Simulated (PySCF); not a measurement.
# C₄H₈F₂Ge: circular dichroism and optical rotation

Aim: compute the circular dichroism and optical rotation of C₄H₈F₂Ge (`F[C@H]1[CH2][GeH2][C@H](F)C1`).

Programs: PySCF 2.14.0, with routines of our own; each step states its level. All values are computed. Atoms count from 0.

## 1. The system as given

15 atoms, charge 0, multiplicity 1; geometry from: GFN2-xTB.

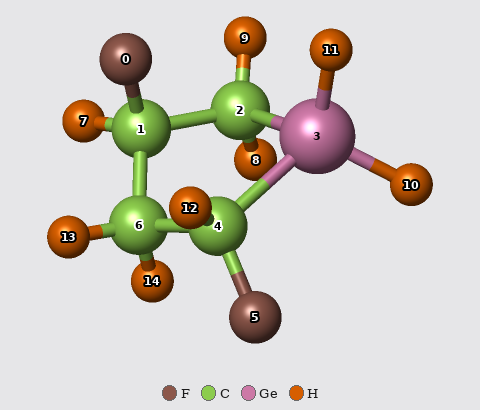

The starting geometry (fluorine brown, carbon green, germanium pink, hydrogen orange).

## 2. Circular dichroism and optical rotation: TDDFT B3LYP/def2-SVPD

What the job is given:

```
{"job": {"kind": "ecd", "xc": "B3LYP", "basis": "def2-SVPD", "nstates": 8}, "charge": 0, "multiplicity": 1}
F      0.117058     0.086074    -1.941706
C      0.856917    -0.391768    -0.860989
C      1.220519     0.823604    -0.025992
Ge    -0.594025     1.377332     0.550577
C     -1.260049    -0.508019     0.405340
F     -1.678625    -0.963035     1.647382
C     -0.056039    -1.320021    -0.071583
H      1.718422    -0.917226    -1.287737
H      1.858455     0.531551     0.805764
H      1.753754     1.551745    -0.631819
H     -0.697096     1.914779     1.947670
H     -1.257882     2.316843    -0.409177
H     -2.115809    -0.632519    -0.261895
H     -0.358040    -2.169362    -0.685238
H      0.488027    -1.691988     0.797490
```

With the program's defaults for keys left out, this is: TDDFT B3LYP/def2-SVPD circular dichroism and optical rotation, one conformer, gas phase.

Started as:

```
OMP_NUM_THREADS=1 python excited_run.py task.json out
```

One launch serves the whole session: the jobs run in the order shown.

Output:

```text
coarse grid: 58512 points
cycle   1  E = -2433.3633672001  dE =  1.021e-01  |g| = 7.553e-01  |ddm| = 5.443e+00
cycle   2  E = -2433.2697984668  dE =  9.357e-02  |g| = 1.086e+00  |ddm| = 1.797e+00
cycle   3  E = -2433.4534821691  dE = -1.837e-01  |g| = 1.144e-01  |ddm| = 1.027e+00
cycle   4  E = -2433.4553290405  dE = -1.847e-03  |g| = 4.069e-02  |ddm| = 1.415e-01
cycle   5  E = -2433.4556178833  dE = -2.888e-04  |g| = 7.265e-03  |ddm| = 5.605e-02
cycle   6  E = -2433.4556295306  dE = -1.165e-05  |g| = 3.031e-03  |ddm| = 1.406e-02
cycle   7  E = -2433.4556317067  dE = -2.176e-06  |g| = 2.623e-04  |ddm| = 4.079e-03
final grid: 124056 points
cycle   8  E = -2433.4555397702  dE = -1.662e-07  |g| = 2.464e-04  |ddm| = 1.316e-02
cycle   9  E = -2433.4555397673  dE =  2.898e-09  |g| = 2.812e-04  |ddm| = 1.076e-03
cycle  10  E = -2433.4555397852  dE = -1.789e-08  |g| = 3.714e-05  |ddm| = 4.399e-04
cycle  11  E = -2433.4555397854  dE = -2.578e-10  |g| = 1.353e-05  |ddm| = 6.196e-05
converged SCF energy = -2433.4555397854

Singlet excitations and rotatory strengths (1e-40 esu^2 cm^2)
state   eV       nm     f(len)   f(vel)    R(len)    R(vel)   main configurations
  1   6.8980   179.7  0.04958  0.05048   -15.419   -15.975   H->L 0.88
  2   7.0351   176.2  0.00170  0.00180     7.018     6.797   H->L+1 0.93
  3   7.5013   165.3  0.03996  0.04156   -34.465   -34.930   H->L+3 0.59, H->L+2 0.30
  4   7.6580   161.9  0.04764  0.05014    23.734    24.486   H->L+2 0.53, H->L+3 0.34, H-1->L 0.08
  5   7.8046   158.9  0.06520  0.06645     0.857     1.364   H-1->L 0.76, H->L+2 0.10
  6   8.0084   154.8  0.05526  0.05584    -7.684    -7.994   H->L+4 0.64, H-1->L+1 0.25
  7   8.0692   153.7  0.06489  0.06547     6.586     4.897   H-1->L+1 0.68, H->L+4 0.27
  8   8.1857   151.5  0.00327  0.00325    16.178    16.276   H-2->L 0.80

Specific rotation (deg / (dm g/mL))
    nm     length   length(OI)   velocity    alpha(len)  alpha(vel)
  633.0     -17.79     -17.44     -19.92       78.141     77.906
  589.3     -20.90     -20.49     -23.42       78.430     78.196
  546.0     -24.91     -24.42     -27.93       78.792     78.560
  436.0     -43.04     -42.19     -48.42       80.301     80.075
  405.0     -52.22     -51.18     -58.81       80.993     80.769
  365.0     -69.78     -68.40     -78.71       82.203     81.986
  355.0     -75.72     -74.23     -85.46       82.584     82.368
```

Run time: 66 s. Hardware: 1 thread of Arm Neoverse V2, shared host; peak memory 0.99 GiB.

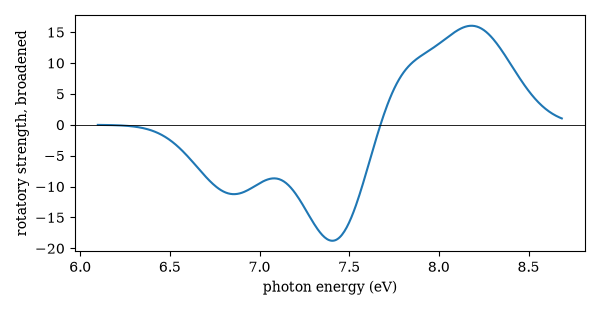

Circular dichroism: velocity-form rotatory strengths under Gaussians of 0.3 eV half-width at 1/e.

## 3. Results

| quantity | value |
| --- | --- |
| state of largest rotatory strength (velocity form) among 8 (step 2, TDDFT B3LYP/def2-SVPD) | 7.50 eV, R = -34.9 (velocity), -34.5 (length) ·10⁻⁴⁰ esu² cm² |
| specific rotation at 633.0 nm (step 2, TDDFT B3LYP/def2-SVPD) | -19.9 (velocity), -17.8 (length) |

In words: Steps that list no spin-orbit terms leave them out, which matters at and beside the heavy atoms. Rotations belong to one conformer. The length form depends on the origin in a finite basis.
